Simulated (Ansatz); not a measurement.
# N2 (nitrogen): MP2/def2-TZVPPD

What is the electronic atomisation energy of N2 (nitrogen) at MP2/def2-TZVPPD? 

The calculation is run with Ansatz 0.2.0.

## 1. The molecule

N2: 2 atoms, total charge 0, spin state singlet. SMILES: `N#N`. The coordinates come from a PBE0-D4/def2-TZVP relaxation.

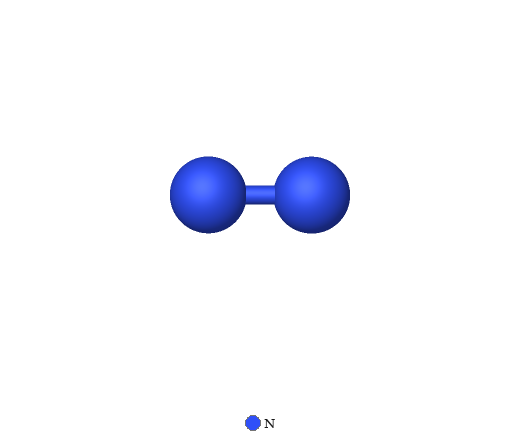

The structure, seen from a chosen angle (nitrogen blue).

## 2. The energy at MP2/def2-TZVPPD

Input file molecule.yaml:

```yaml
crystal:
  periodic: [false, false, false]
  atoms:
    - {symbol: "N", position_ang: [0.465500, -0.150300, 0.239800]}
    - {symbol: N, position_ang: [-0.465500, 0.150300, -0.239800]}
basis:
  gaussian: {orbitals: def2-TZVPPD.json}
magnetization: {spin_polarized: false}
correlation: {method: mp2, frozen_orbitals: {"N": 1}}
accuracy: high
```

The basis set def2-TZVPPD is read from a file made from the Basis Set Exchange's data (not shown).

On the command line:

```bash
$ ansatz run molecule.yaml --threads 1 --pin off --max-ram 3480MiB --events-out events.jsonl --progress --plain --runs-dir runs
```

What it wrote:

```text
Warning: RAYON_NUM_THREADS=1 ignored (pool sized by the plan → 1); use --threads N
Functional definition: HF
  name "HF"
  exchange = exact_x
  correlation = 0
1022 factors; integrals over basis functions are off by at most 3.0e-9 eV
mean field evaluation 1: about -2965.4601 eV, gradient 1.1e1 eV
mean field evaluation 2: about -2965.4626 eV, gradient 1.1e1 eV
mean field evaluation 4: about -2965.7650 eV, gradient 4.6e-1 eV
mean field evaluation 8: about -2965.7656 eV, gradient 3.2e-5 eV
mean field -2965.76558880 eV, -108.9898751201 hartree, gradient 5.8e-8 eV, S^2 0.000000; 0 other end points of the search recorded, 0 dependent functions left out
2 core orbitals not correlated: weight in the atoms' cores, before any rotation towards them, 1.000 or more for the frozen orbitals, at most 0.000 for the correlated occupied ones
reference -2965.76558880 eV, -108.9898751201 hartree; 5, 5 occupied and 67, 67 virtual orbitals, 1022 factors
second order -10.10569863 eV of doubles, -0.00000000 eV of singles
Total energy: -2975.87128742 eV, -109.3612526947 hartree
```

It took 0.97 s on 1 thread of Arm Neoverse V1, shared host; peak memory 0.1 GiB.

## 3. The N atom at the same level

Input file input.yaml:

```yaml
basis:
  gaussian: {orbitals: def2-TZVPPD.json}
crystal:
  periodic: [false, false, false]
  atoms:
    - {symbol: N, position_ang: [0.000000, 0.000000, 0.000000]}
correlation: {method: mp2, frozen_orbitals: {"N": 1}}
total_charge: 0
magnetization: {spin_polarized: true, initial_magnetization: 3}
accuracy: high
```

The basis set def2-TZVPPD is read from a file made from the Basis Set Exchange's data (not shown).

On the command line:

```bash
$ ansatz run input.yaml --threads 1 --pin off --max-ram 3480MiB --events-out events.jsonl --progress --plain --runs-dir runs
```

What it wrote:

```text
Warning: RAYON_NUM_THREADS=1 ignored (pool sized by the plan → 1); use --threads N
Functional definition: HF
  name "HF"
  exchange = exact_x
  correlation = 0
370 factors; integrals over basis functions are off by at most 2.9e-9 eV
mean field evaluation 1: about -1480.2674 eV, gradient 5.4e0 eV
mean field evaluation 2: about -1480.2677 eV, gradient 5.4e0 eV
mean field evaluation 4: about -1480.3747 eV, gradient 1.5e-1 eV
mean field evaluation 8: about -1480.3748 eV, gradient 5.9e-6 eV
mean field -1480.37477216 eV, -54.4027694429 hartree, gradient 8.6e-9 eV, S^2 3.757914; 0 other end points of the search recorded, 0 dependent functions left out
1 core orbitals not correlated: weight in the atoms' cores, before any rotation towards them, 1.000 or more for the frozen orbitals, at most 0.000 for the correlated occupied ones
reference -1480.37477216 eV, -54.4027694429 hartree; 4, 1 occupied and 32, 35 virtual orbitals, 370 factors
second order -2.59216166 eV of doubles, -0.00000000 eV of singles
Total energy: -1482.96693382 eV, -54.4980296269 hartree
```

Wall time 0.2 s (1 thread of Arm Neoverse V1, shared host).

## 4. What came out

Level: MP2/def2-TZVPPD, 2 core orbitals frozen.

| quantity | value |
| --- | --- |
| molecule: total energy | -109.36125 Eh |
| molecule: correlation energy (2 core orbitals frozen) | -371.4 mEh |
| N atom: total energy | -54.49803 Eh |
| N atom: correlation energy (1 core orbital frozen) | -95.3 mEh |
| N atom: ⟨S²⟩ | 3.758 |
| electronic atomisation energy | 9.937 eV |

**Reading.** Taking the molecule apart into free atoms costs 9.94 eV (229 kcal/mol), before zero-point energy and without spin-orbit coupling.
